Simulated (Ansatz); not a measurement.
**SiNH3 (singlet): correlated methods under varied settings at distance Si1–H3 = 1.872 Å**

Aim: run SiNH3 (singlet) at one geometry under a spread of methods and options, and see what each costs and gives.

Computed with Ansatz 0.2.0, Gaussian basis. Level: the settings change from run to run.

27 further runs of the same task are left out: 2 for a known fault of the program, 17 that didn't finish, 8 set aside as unsound or not needed.

**1. The system**

The geometry derives from a PBE0/def2-TZVP stationary point (not a proven minimum). One bond is set to the value named and the two fragments are kept rigid.

5 atoms, charge 0, spin multiplicity 1.

Atoms are counted from 1 here; the program's logs count them from 0.

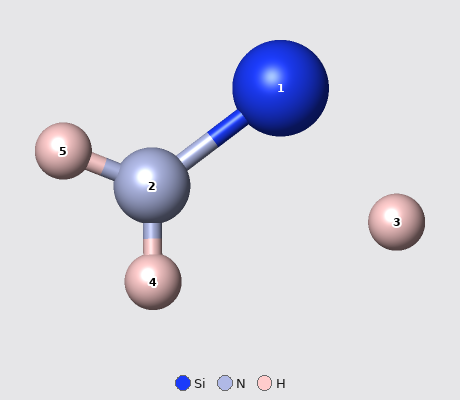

The structure; silicon blue, nitrogen light blue, hydrogen pink; atoms are numbered from 1 in the order of the file.

As a file:

```xyz
5
H3NSi
Si    0.0000   -0.0886    0.6235
N     0.0000    0.0419   -1.0786
H     0.0000    1.7629    0.8995
H     0.0000    0.8977   -1.6112
H     0.0000   -0.7732   -1.6721
```

**2. HF/def2-SVPD**

Input file in.yaml:

```yaml
crystal:
  periodic: [false, false, false]
  atoms:
    - {symbol: Si, position_ang: [0.000000, -0.088632, 0.623452]}
    - {symbol: N, position_ang: [0.000000, 0.041898, -1.078578]}
    - {symbol: H, position_ang: [0.000000, 1.762896, 0.899548]}
    - {symbol: H, position_ang: [0.000000, 0.897690, -1.611209]}
    - {symbol: H, position_ang: [0.000000, -0.773173, -1.672070]}
basis:
  gaussian: {orbitals: def2-SVPD}
magnetization: {spin_polarized: false}
hamiltonian: {xc: hf}
output: {orbitals: {seedname: orbitals}}
```

Command:

```console
> ansatz run in.yaml --threads 1 --pin off --events-out ev --progress --plain --max-ram 2393MiB
```

Standard output:

```text
Functional definition: HF
  name "HF"
  cite "Fock, Z. Phys. 61, 126 (1930) doi:10.1007/BF01340294"
  parent pbe
  exchange = exact_x
  correlation = 0
706 factors; their error is unknown
mean field evaluation 1: about -9384.7187 eV, gradient 2.7e1 eV
mean field evaluation 2: about -9385.9026 eV, gradient 1.6e1 eV
mean field evaluation 4: about -9386.4933 eV, gradient 3.2e-1 eV
mean field evaluation 8: about -9386.8021 eV, gradient 1.9e-5 eV
mean field -9386.80214315 eV, -344.9586161576 hartree, gradient 1.9e-5 eV, S^2 0.000000; 0 other end points of the search recorded, 0 dependent functions left out
reference -9386.80214315 eV, -344.9586161576 hartree; 12, 12 occupied and 56, 56 virtual orbitals, 706 factors
Total energy: -9386.80214315 eV, -344.9586161576 hartree
```

It took 0.27 s on 1 thread of Arm Neoverse V1, shared host.

**3. CCSD(T)/def2-TZVP**

in.yaml: that of step 2 with these lines changed.

```diff
@@ -9,5 +9,5 @@
 basis:
-  gaussian: {orbitals: def2-SVPD}
+  gaussian: {orbitals: def2-TZVP}
 magnetization: {spin_polarized: false}
-hamiltonian: {xc: hf}
-output: {orbitals: {seedname: orbitals}}
+hamiltonian: {xc: {name: PBE0}}
+correlation: {method: ccsd_t, electrons: valence}
```

Same command.

Standard output (excerpt; [...] marks lines left out):

```text
Functional definition: PBE0
  name "PBE0"
  cite "Adamo & Barone, J. Chem. Phys. 110, 6158 (1999) doi:10.1063/1.478522"
  cite "Perdew, Burke & Ernzerhof, Phys. Rev. Lett. 77, 3865 (1996) doi:10.1103/PhysRevLett.77.3865"
  parent pbe
[...]
568 factors; integrals over basis functions are off by at most 1.2e-3 eV
[...]
mean field -9411.11364861 eV, -345.8520475044 hartree, gradient 1.0e-6 eV, S^2 0.000000; 0 other end points of the search recorded, 0 dependent functions left out
6 core orbitals not correlated: weight in the atoms' cores, before any rotation towards them, 1.000 or more for the frozen orbitals, at most 0.000 for the correlated occupied ones
reference -9390.86657768 eV, -345.1079813717 hartree; 6, 6 occupied and 74, 74 virtual orbitals, 568 factors
second order -8.87755059 eV of doubles, -0.21897861 eV of singles
cycle   1  -9.20643530 eV  change   -1.2e-1 eV  update   8.2e-2
[...]
cycle   9  -9.57262317 eV  change   -9.6e-7 eV  update   1.5e-5
perturbative correction -0.39557566 eV, -0.0145371373 hartree
Total energy: -9400.83477650 eV, -345.4743059219 hartree
```

Run time: 2.7 s. Hardware: 1 thread of Arm Neoverse V1, shared host.

From the report: correlation -9.9682 eV; T1 0.010; largest double amplitude 0.06. The orbitals are Kohn-Sham ones, so correlation energy and T1 don't compare with those on Hartree-Fock orbitals.

**4. CCSDT(Q) on RHF/6-31G**

in.yaml: that of step 3 with these lines changed.

```diff
@@ -9,5 +9,4 @@
 basis:
-  gaussian: {orbitals: def2-TZVP}
+  gaussian: {orbitals: 6-31G}
 magnetization: {spin_polarized: false}
-hamiltonian: {xc: {name: PBE0}}
-correlation: {method: ccsd_t, electrons: valence}
+correlation: {method: ccsdt_q, electrons: outside_noble_gas}
```

Launched as before.

Standard output (excerpt; [...] marks lines left out):

```text
Functional definition: HF
  name "HF"
  cite "Fock, Z. Phys. 61, 126 (1930) doi:10.1007/BF01340294"
  parent pbe
[...]
636 factors; integrals over basis functions are off by at most 2.6e-7 eV
[...]
mean field -9388.55303010 eV, -345.0229600665 hartree, gradient 2.3e-6 eV, S^2 0.000000; 0 other end points of the search recorded, 0 dependent functions left out
6 core orbitals not correlated: weight in the atoms' cores, before any rotation towards them, 1.000 or more for the frozen orbitals, at most 0.000 for the correlated occupied ones
reference -9388.55303010 eV, -345.0229600665 hartree; 6, 6 occupied and 16, 16 virtual orbitals, 636 factors
second order -4.41626636 eV of doubles, -0.00000000 eV of singles
cycle   1  -4.72397389 eV  change   -3.1e-1 eV  update   9.2e-2
[...]
cycle  14  -5.19257816 eV  change   -1.4e-6 eV  update   5.1e-7
perturbative correction -0.01456660 eV, -0.0005353128 hartree
Total energy: -9393.76017487 eV, -345.2143191072 hartree
```

Wall time 1.3 s (1 thread of Arm Neoverse V1, shared host).

From the report: correlation -5.2071 eV; T1 0.021; largest double amplitude 0.09.

**5. CCSDT(Q) on RHF/STO-3G**

in.yaml: that of step 4 with these lines changed.

```diff
@@ -9,4 +9,5 @@
 basis:
-  gaussian: {orbitals: 6-31G}
+  gaussian: {orbitals: STO-3G}
 magnetization: {spin_polarized: false}
 correlation: {method: ccsdt_q, electrons: outside_noble_gas}
+output: {forces: true}
```

The command is unchanged.

Standard output (excerpt; [...] marks lines left out):

```text
Functional definition: HF
  name "HF"
  cite "Fock, Z. Phys. 61, 126 (1930) doi:10.1007/BF01340294"
  parent pbe
[...]
284 factors; integrals over basis functions are off by at most 2.8e-8 eV
[...]
mean field -9278.88942500 eV, -340.9928969115 hartree, gradient 1.4e-6 eV, S^2 0.000000; 0 other end points of the search recorded, 0 dependent functions left out
6 core orbitals not correlated: weight in the atoms' cores, before any rotation towards them, 1.000 or more for the frozen orbitals, at most 0.000 for the correlated occupied ones
reference -9278.88942500 eV, -340.9928969115 hartree; 6, 6 occupied and 5, 5 virtual orbitals, 284 factors
second order -2.47287046 eV of doubles, -0.00000000 eV of singles
cycle   1  -2.94676254 eV  change   -4.7e-1 eV  update   1.0e-1
[...]
cycle  12  -3.44058079 eV  change    7.1e-7 eV  update   1.3e-6
perturbative correction 0.00294205 eV, 0.0001081183 hartree
[...]
Total energy: -9282.32706374 eV, -341.1192278050 hartree
Atom 0 at     0.000000    -0.088632     0.623452 Å, force    -0.000000     3.722580     0.507199 eV/Å
Atom 1 at     0.000000     0.041898    -1.078578 Å, force    -0.000000     0.082181     2.924361 eV/Å
Atom 2 at     0.000000     1.762896     0.899548 Å, force    -0.000000    -3.893234    -0.738246 eV/Å
Atom 3 at     0.000000     0.897690    -1.611209 Å, force    -0.000000     1.569134    -1.305250 eV/Å
Atom 4 at     0.000000    -0.773173    -1.672070 Å, force     0.000000    -1.480660    -1.388065 eV/Å
Dipole moment:     0.000000    -0.168496    -0.344444 e Å
```

Wall time 3.1 s (1 thread of Arm Neoverse V1, shared host).

From the report: correlation -3.4376 eV; T1 0.024; largest double amplitude 0.15.

**6. CCSDT on UHF/6-31G**

in.yaml: that of step 5 with these lines changed.

```diff
@@ -9,5 +9,6 @@
 basis:
-  gaussian: {orbitals: STO-3G}
-magnetization: {spin_polarized: false}
-correlation: {method: ccsdt_q, electrons: outside_noble_gas}
-output: {forces: true}
+  gaussian: {orbitals: 6-31G}
+magnetization: {spin_polarized: true, initial_magnetization: 0}
+correlation: {method: ccsdt, electrons: valence}
+accuracy: high
+scf: {lower_state_search: off}
```

Same command.

Standard output (excerpt; [...] marks lines left out):

```text
Functional definition: HF
  name "HF"
  cite "Fock, Z. Phys. 61, 126 (1930) doi:10.1007/BF01340294"
  parent pbe
[...]
672 factors; integrals over basis functions are off by at most 3.3e-9 eV
[...]
mean field -9388.55303015 eV, -345.0229600681 hartree, gradient 2.4e-8 eV, S^2 0.000000; 0 other end points of the search recorded, 0 dependent functions left out
6 core orbitals not correlated: weight in the atoms' cores, before any rotation towards them, 1.000 or more for the frozen orbitals, at most 0.000 for the correlated occupied ones
reference -9388.55303015 eV, -345.0229600681 hartree; 6, 6 occupied and 16, 16 virtual orbitals, 672 factors
second order -4.41626639 eV of doubles, -0.00000000 eV of singles
cycle   1  -4.72397389 eV  change   -3.1e-1 eV  update   9.2e-2
[...]
cycle  23  -5.19257802 eV  change   7.3e-10 eV  update  9.2e-10
Total energy: -9393.74560816 eV, -345.2137837905 hartree
Checks for a lower state left out: stability, starts, cluster_reference, orbital_swaps, neighbouring_geometries, increment
```

It took 3.5 s on 1 thread of Arm Neoverse V1, shared host.

From the report: ⟨S²⟩ of the determinant 0.000 (pure singlet: 0.00); correlation -5.1926 eV; T1 0.021; largest double amplitude 0.09.

**7. All runs side by side**

| level | correlated | functions | energy (eV) | time |
| --- | --- | --- | --- | --- |
| HF/def2-SVPD |  | 68 | -9386.8021 | 0.27 s |
| CCSD(T)/def2-TZVP (on PBE0 orbitals) | valence | 86 | -9400.8348 | 2.7 s |
| CCSDT(Q) on RHF/6-31G | outside noble gas | 28 | -9393.7602 | 1.3 s |
| CCSDT(Q) on RHF/STO-3G | outside noble gas | 17 | -9282.3271 | 3.1 s |
| CCSDT on UHF/6-31G | valence | 28 | -9393.7456 | 3.5 s |

**8. Summary of results**

```
quantity                      value
    runs                          5
quickest       HF/def2-SVPD, 0.27 s
 slowest  CCSDT on UHF/6-31G, 3.5 s
```

What this shows: Total energies in different bases, with other cores or another treatment of relativity can't be set against each other. CCSDT on UHF/6-31G took 13 times as long as HF/def2-SVPD; the jobs differ in more than the method.
